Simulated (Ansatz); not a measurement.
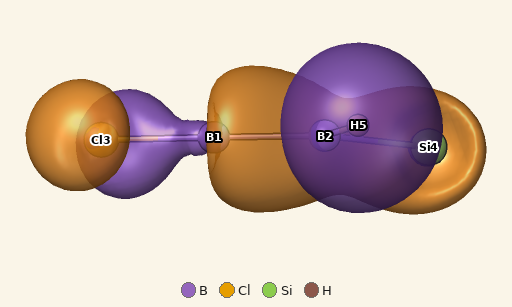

*B$_{2}$ClHSi (charge +1, doublet). The HOMO−1 (β) at ±0.1 Å⁻³ᐟ² (orange and purple are the two phases), seen from one side.*

Geometry: PBE0-D3(BJ)/def2-SVP.

Theory: isolated molecule in a Gaussian basis; Kohn-Sham density functional theory, functional PBE0 in Ansatz 0.2.0.

Input

```
basis:
  gaussian: {orbitals: def2-TZVPD}
crystal:
  periodic: [false, false, false]
  atoms:
    - {symbol: B, position_ang: [0.137183, 0.230720, 1.045906]}
    - {symbol: B, position_ang: [0.628942, 0.486233, -0.454121]}
    - {symbol: Cl, position_ang: [-0.337955, -0.096792, 2.576743]}
    - {symbol: Si, position_ang: [1.580743, -0.612673, -1.747909]}
    - {symbol: H, position_ang: [0.412697, 1.558202, -0.990898]}
total_charge: 1
magnetization: {spin_polarized: true, initial_magnetization: 1}
hamiltonian: {xc: pbe0}
output: {forces: true, orbitals: {seedname: orbitals}}
```

Command:

```sh
ansatz run input.yaml --threads 1 --pin off --max-ram 2610MiB --events-out events.jsonl --progress --plain --runs-dir runs
```

Where does this orbital lie, and at what energy?

Answer. By Hirshfeld shares it lies mainly on B2 (about 35 %), H5 (about 30 %), Si4 (about 15 %), B1 (about 15 %) and Cl3 (about 10 %); it is symmetric in the molecular plane (an in-plane orbital: σ, lone-pair or in-plane π type). Its energy is −15.44 eV.
